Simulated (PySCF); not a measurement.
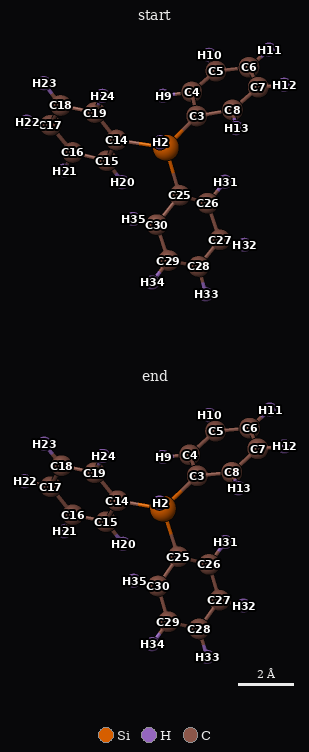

The structure of C$_{18}$H$_{16}$Si before (top) and after (bottom) a relaxation, at one scale.

A ball-and-stick model, seen face on.

The start comes from GFN2-xTB. Its atoms were then displaced at random by about 0.03 Å.

Theory: PBE0-D3(BJ)/def2-SVP geometry optimisation, gas phase in PySCF. 

Summarise the run.

Over 10 geometry steps the energy falls by 2.259 eV. The atom that moves furthest after the best rigid fit is the Si atom (0.11 Å). Largest moves by element: Si 0.11 Å, C 0.11 Å, H 0.11 Å. Some distances before and after: C–Si 2.012 → 1.879 Å, C–C 1.291 → 1.395 Å, C–H 1.005 → 1.093 Å, C–Si 1.794 → 1.881 Å. Bond angles that change, for instance: C–C–H 108.0° → 119.6°, C–C–H 109.4° → 119.9°, Si–C–C 130.6° → 121.2°.
